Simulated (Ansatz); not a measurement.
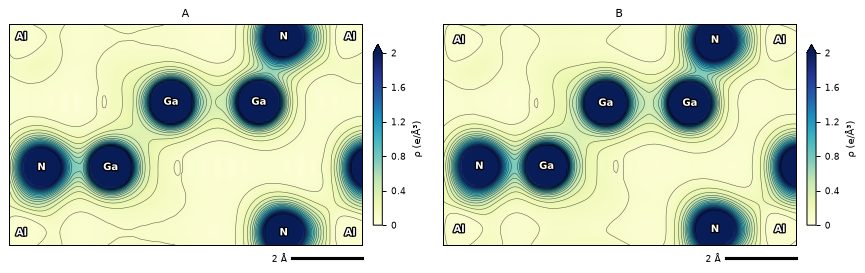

AlGa$_{3}$N$_{2}$. The valence pseudo-density of two cells that differ in size and shape, on the (110) plane of each (indices in the axes of the calculation cell), at one length scale and on one colour scale: A has 14.0 Å³ an atom and B 12.7.

Method: Ansatz 0.2.0, DFT PBE, scalar-relativistic, plane waves, PAW.

In a PAW calculation such maps are meaningful between the atoms, not at the nuclei.

What does the compression do to the bonding and the properties?

From the larger cell to the smaller, Ga–Ga goes from 2.50 to 2.39 Å, and the density at its midpoint from 0.4 to 0.44 e/Å³, the ELF there from 0.70 to 0.65; Ga–N goes from 1.97 to 1.92 Å; Al–N goes from 1.89 to 1.85 Å, and the density at its midpoint from 0.69 to 0.74 e/Å³; the pressure goes from 0.0 to 13 GPa.
